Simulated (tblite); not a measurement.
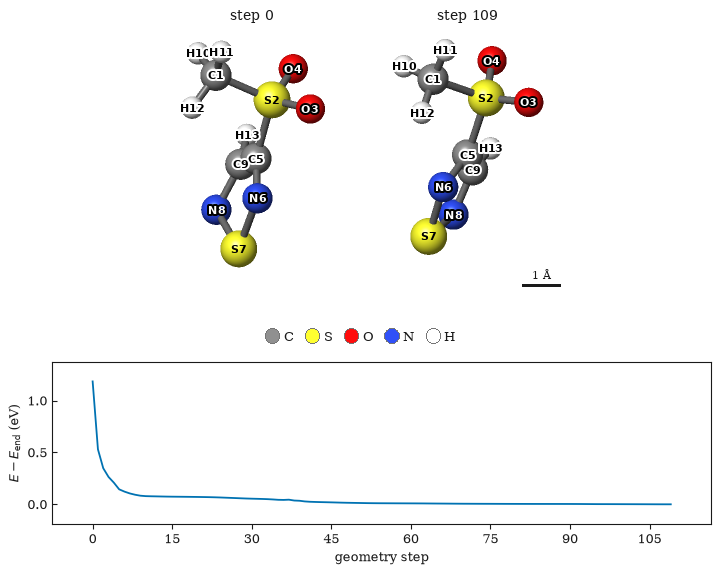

First and last geometry of a relaxation of C$_{3}$H$_{4}$N$_{2}$O$_{2}$S$_{2}$ (charge −1, multiplicity 2), with the history of the run. The picture is a ball-and-stick view, seen from a free direction.

All numbers below come from tblite, GFN2-xTB geometry optimisation, gas phase. 

Q: Read the history and describe the run.

A: It converged. The atom that moves furthest after the best rigid fit is N6 (0.86 Å). By element the largest moves are N 0.86 Å, H 0.83 Å, S 0.77 Å, O 0.53 Å, C 0.46 Å. Near-neighbour distances that change, for instance: S7–N8 1.799 → 1.691 Å, N6–S7 1.772 → 1.682 Å, C5–N6 1.272 → 1.358 Å, N8–C9 1.417 → 1.333 Å. Among the angles between lasting bonds that change: C1–S2–O3 113.5° → 106.2°, S7–N8–C9 100.6° → 106.4°, O3–S2–C5 107.9° → 113.3°. Groups turn about S2–C5 by about 45°. The energy falls by 1.185 eV in 109 geometry steps. Cost: 1 s on 1 thread of Intel(R) Xeon(R) Platinum 8488C (shared host).

```json
{"step": "0", "E − E(0), eV": "0.0000"}
{"step": "1", "E − E(0), eV": "-0.6553"}
{"step": "2", "E − E(0), eV": "-0.8374"}
{"step": "3", "E − E(0), eV": "-0.9218"}
{"step": "4", "E − E(0), eV": "-0.9767"}
{"step": "5", "E − E(0), eV": "-1.0410"}
{"step": "6", "E − E(0), eV": "-1.0630"}
{"step": "7", "E − E(0), eV": "-1.0804"}
{"step": "8", "E − E(0), eV": "-1.0930"}
{"step": "9", "E − E(0), eV": "-1.1024"}
{"step": "10", "E − E(0), eV": "-1.1066"}
{"step": "15", "E − E(0), eV": "-1.1118"}
{"step": "20", "E − E(0), eV": "-1.1147"}
{"step": "26", "E − E(0), eV": "-1.1235"}
{"step": "31", "E − E(0), eV": "-1.1324"}
{"step": "36", "E − E(0), eV": "-1.1431"}
{"step": "41", "E − E(0), eV": "-1.1610"}
{"step": "46", "E − E(0), eV": "-1.1681"}
{"step": "52", "E − E(0), eV": "-1.1742"}
{"step": "57", "E − E(0), eV": "-1.1758"}
{"step": "62", "E − E(0), eV": "-1.1769"}
{"step": "67", "E − E(0), eV": "-1.1788"}
{"step": "73", "E − E(0), eV": "-1.1804"}
{"step": "78", "E − E(0), eV": "-1.1812"}
{"step": "83", "E − E(0), eV": "-1.1818"}
{"step": "88", "E − E(0), eV": "-1.1821"}
{"step": "93", "E − E(0), eV": "-1.1829"}
{"step": "99", "E − E(0), eV": "-1.1840"}
{"step": "104", "E − E(0), eV": "-1.1848"}
{"step": "109", "E − E(0), eV": "-1.1854"}
```
